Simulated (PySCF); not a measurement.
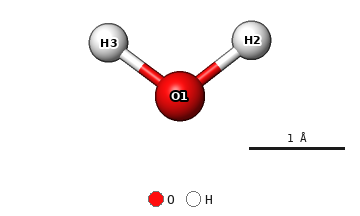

Figure 1. The structure (ball-and-stick view, seen at a tilt; atoms are numbered from 1 in the order of the input). Bond lengths as drawn: H–O 0.96 Å.

## What a change does: excited-state calculation on H₂O

System: H₂O, SMILES O.
Method of the first run: TDDFT LDA/def2-SVPD, vertical, gas phase, core orbitals frozen in the response (PySCF 2.14.0).

The geometry comes from this level: PBE0-D3(BJ)/def2-SVP. Text and figures count atoms from 1; the logs count them from 0 in places.

**The input, the first run**
```
{"job": {"kind": "uv", "xc": "LDA", "basis": "def2-SVPD", "ip": true}, "charge": 0, "multiplicity": 1}
O     -0.384857     0.062357     0.071901
H      0.280395     0.586773    -0.385402
H      0.088052    -0.746330     0.293616
```

The first line tells a small driver script what to run in PySCF; the rest is the geometry in Å.

Launched with:
```bash
OMP_NUM_THREADS=1 python <driver script> task.json out
```

Hardware: 1 CPU thread, shared host.

**Output (the first run)**
```
coarse grid: 2328 points
cycle   1  E = -75.7054307589  dE =  4.402e-02  |g| = 7.163e-01  |ddm| = 1.380e+00
cycle   2  E = -75.2703765913  dE =  4.351e-01  |g| = 1.629e+00  |ddm| = 1.237e+00
cycle   3  E = -75.8042573603  dE = -5.339e-01  |g| = 4.205e-02  |ddm| = 8.733e-01
cycle   4  E = -75.8047117941  dE = -4.544e-04  |g| = 1.080e-02  |ddm| = 4.652e-02
cycle   5  E = -75.8047315326  dE = -1.974e-05  |g| = 2.586e-03  |ddm| = 5.459e-03
cycle   6  E = -75.8047328365  dE = -1.304e-06  |g| = 1.806e-04  |ddm| = 1.431e-03
final grid: 21952 points
cycle   7  E = -75.8197038482  dE = -8.965e-06  |g| = 3.714e-03  |ddm| = 9.083e-03
cycle   8  E = -75.8196963042  dE =  7.544e-06  |g| = 7.425e-03  |ddm| = 5.906e-03
cycle   9  E = -75.8197063951  dE = -1.009e-05  |g| = 2.117e-04  |ddm| = 4.063e-03
cycle  10  E = -75.8197064042  dE = -9.086e-09  |g| = 2.299e-05  |ddm| = 1.636e-04
cycle  11  E = -75.8197064043  dE = -1.019e-10  |g| = 3.690e-06  |ddm| = 1.548e-05
converged SCF energy = -75.8197064043

Static polarisability (au): isotropic 10.198, principal 9.955 10.154 10.485

Singlet excitations
state   eV       nm        f      main configurations
  1   7.0935    174.8   0.05790   H->L 1.00
  2   8.9273    138.9   0.00000   H->L+1 1.00
  3   9.1626    135.3   0.10136   H-1->L 0.97
  4  10.4167    119.0   0.00400   H->L+3 1.00
  5  10.7502    115.3   0.00037   H->L+2 0.92
  6  11.0391    112.3   0.01348   H-1->L+1 0.98
  7  11.3726    109.0   0.00000   H->L+4 1.00
  8  12.1963    101.7   0.04910   H->L+5 0.95
  9  12.3933    100.0   0.00002   H-1->L+2 0.95
 10  12.7500     97.2   0.03801   H-1->L+3 0.90

Triplet excitations (Tamm-Dancoff, eV): 6.7196 8.6766 8.7483 9.9522
Vertical ionisation energy (delta-SCF) = 13.2318 eV
```

The input of the second run differs as follows (lines with − go, lines with + come):
```diff
-"xc": "LDA"
+"xc": "HF"
```

Predict how the results change.

The total energies belong to different methods, so their difference says nothing on which is more stable or more accurate. The HOMO goes from −7.43 to −13.96 eV. The LUMO goes from −0.48 to 2.48 eV. The dipole moment goes from 1.91 to 2.06 D. The lowest excitation goes from 7.09 to 8.97 eV. The strongest computed line goes from 9.16 to 14.51 eV. The method changes from LDA to HF. Exact exchange removes part of the self-interaction error of semilocal functionals, which pushes filled and empty levels apart. The SCF takes 8 iterations against 11.

**Output (the second run)**
```
final grid: 21952 points
cycle   1  E = -75.9397367808  dE = -1.573e-01  |g| = 4.122e-01  |ddm| = 1.307e+00
cycle   2  E = -75.9641626218  dE = -2.443e-02  |g| = 2.296e-01  |ddm| = 3.835e-01
cycle   3  E = -75.9735234361  dE = -9.361e-03  |g| = 2.710e-02  |ddm| = 1.402e-01
cycle   4  E = -75.9736956268  dE = -1.722e-04  |g| = 5.202e-03  |ddm| = 1.923e-02
cycle   5  E = -75.9737089693  dE = -1.334e-05  |g| = 1.056e-03  |ddm| = 6.114e-03
cycle   6  E = -75.9737097258  dE = -7.565e-07  |g| = 1.902e-04  |ddm| = 1.723e-03
cycle   7  E = -75.9737097518  dE = -2.603e-08  |g| = 2.501e-05  |ddm| = 3.699e-04
cycle   8  E = -75.9737097522  dE = -3.792e-10  |g| = 2.935e-06  |ddm| = 4.230e-05
converged SCF energy = -75.9737097522

Static polarisability (au): isotropic 8.312, principal 7.596 8.279 9.062

Singlet excitations
state   eV       nm        f      main configurations
  1   8.9672    138.3   0.04806   H->L 0.89
  2  10.7149    115.7   0.00000   H->L+1 0.73, H->L+4 0.15, H->L+11 0.10
  3  11.3206    109.5   0.10852   H-1->L 0.84
  4  12.4660     99.5   0.01639   H->L+3 0.91, H->L+7 0.08
  5  12.8702     96.3   0.00589   H->L+2 0.82
  6  13.1151     94.5   0.03300   H-1->L+1 0.82, H-1->L+4 0.08
  7  13.6681     90.7   0.00000   H->L+4 0.73, H->L+1 0.21
  8  14.3731     86.3   0.00651   H-1->L+2 0.86
  9  14.5084     85.5   0.15947   H-2->L 0.90
 10  14.7040     84.3   0.05062   H->L+5 0.80

Triplet excitations (Tamm-Dancoff, eV): 8.2705 10.3282 10.3988 11.4687
Vertical ionisation energy (delta-SCF) = 11.0960 eV
```

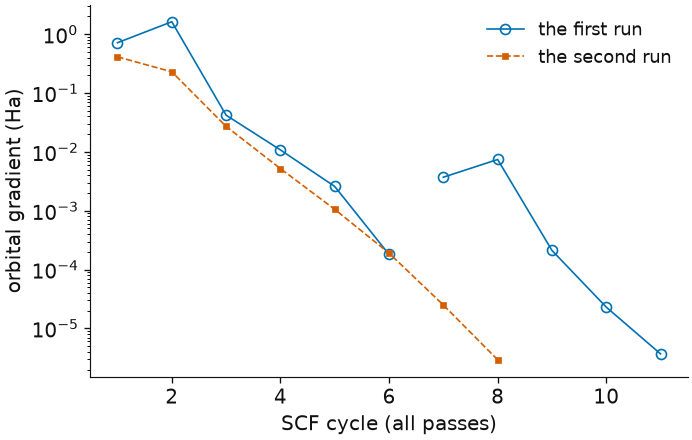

Figure 2. Convergence of the two runs: orbital gradient against the SCF cycle. A break in a curve parts two SCF passes (coarse and final grid). The first run takes 11 cycles in all, and the second run takes 8.

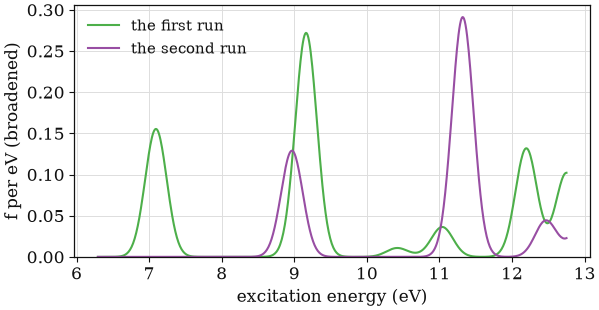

Figure 3. Absorption of the two runs from their computed states, each broadened by a Gaussian of 0.35 eV full width; the range ends where the shorter list of states ends.

**The two runs side by side**

```csv
quantity,the first run,the second run
outcome,converged,converged
total energy (hartree),−75.819706,−75.973710
HOMO (eV),−7.43,−13.96
LUMO (eV),−0.48,2.48
dipole moment (D),1.91,2.06
lowest excitation (eV),7.09,8.97
SCF iterations,11,8
strongest computed line (eV),9.16,14.51
basis functions,39,39
```
